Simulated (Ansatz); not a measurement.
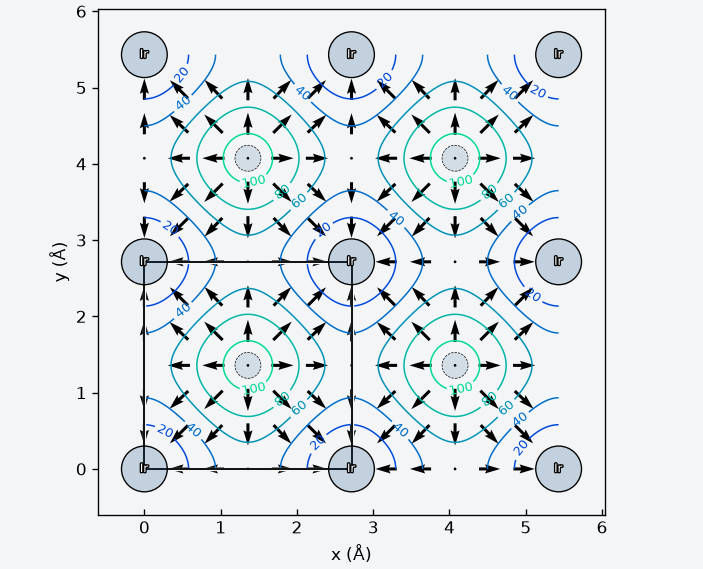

Energy landscape of S on an Ir(100) slab cut from the Fm-3m phase, its upper half relaxed before the scan (12 atoms of substrate and one adsorbate in a 2 × 2 cell). S is moved over the surface cell at a fixed height above a rigid substrate; the origin of the map has the adsorbate above Ir9; the height is held at 3.30 Å. Places are given modulo a cell vector. The map is drawn in real space over the plane of the surface. Grid: 6 × 6 points; 10 points were computed and 26 follow by symmetry. Places are given in fractions of the 1 × 1 surface cell. All energies are given in meV relative to the lowest grid point. The runs have no spin polarisation, so an open-shell adsorbate far from the surface lies too high. At a fixed height the lowest place need not be the adsorption site. Computed with DFT PBE+D3(BJ), scalar-relativistic, plane waves, PAW in Ansatz 0.2.0. Settings: cutoff 420 eV, k-mesh 5×5×1, gaussian smearing 0.1 eV, no spin polarisation.

In the figure: contour lines labelled in meV, arrows along the force (downhill), their lengths compressed, labelled circles for the atoms of the top layer and small ones for the second layer, the outline of one cell of the 2 × 2 shown. Between grid points the surface is interpolated. 

What does the map say about the system?

Answer. The lowest grid point is at the top site over a surface Ir atom, (0/6, 0/6) of the cell vectors. No other kind of well shows on this grid. The highest grid point, a fourfold hollow over a second-layer Ir atom, (3/6, 3/6) of the cell vectors, lies 108 meV above the lowest. On the interpolated surface the easiest way out of the lowest well to its copy in the next cell or period passes a barrier of about 51 meV. At the lowest point the adsorbate has 1 Ir at 3.30 Å as nearest neighbours, at the highest 4 Ir at 3.82 Å.

The input of one point:

```yaml
crystal:
  lattice:
    - [5.4309029918, 0.0, 0.0]
    - [0.0, 5.4309029918, 0.0]
    - [0.0, 0.0, 21.0013955423]
  atoms:
    - { symbol: Ir, position: [0.25, 0.25, 0.1904635333] }
    - { symbol: Ir, position: [0.25, 0.75, 0.1904635333] }
    - { symbol: Ir, position: [0.75, 0.25, 0.1904635333] }
    - { symbol: Ir, position: [0.75, 0.75, 0.1904635333] }
    - { symbol: Ir, position: [0.0, 0.0, 0.2785823619] }
    - { symbol: Ir, position: [0.0, 0.5, 0.2785823619] }
    - { symbol: Ir, position: [0.5, 0.0, 0.2785823619] }
    - { symbol: Ir, position: [0.5, 0.5, 0.2785823619] }
    - { symbol: Ir, position: [0.25, 0.25, 0.3667087517] }
    - { symbol: Ir, position: [0.25, 0.75, 0.3667087517] }
    - { symbol: Ir, position: [0.75, 0.25, 0.3667087517] }
    - { symbol: Ir, position: [0.75, 0.75, 0.3667087517] }
    - { symbol: S, position: [0.25, 0.25, 0.5238411667] }
basis:
  ecutwfc: 420
kpoints:
  mp_grid: { grid: [5, 5, 1] }
hamiltonian:
  xc: pbe
  pseudopotentials: { kind: paw, azcp: { folder: soft_1 } }
  dispersion: d3bj
scf:
  occupations: { method: gaussian, width: 0.1 }
output:
  forces: true
  eigenvalues: true
efield:
  axis: 3
  dipole_correction: true
  ramp_width: 0.04
```

Time for the 10 points that were run: 15 min on 2 threads of Arm Neoverse N1 (shared host).
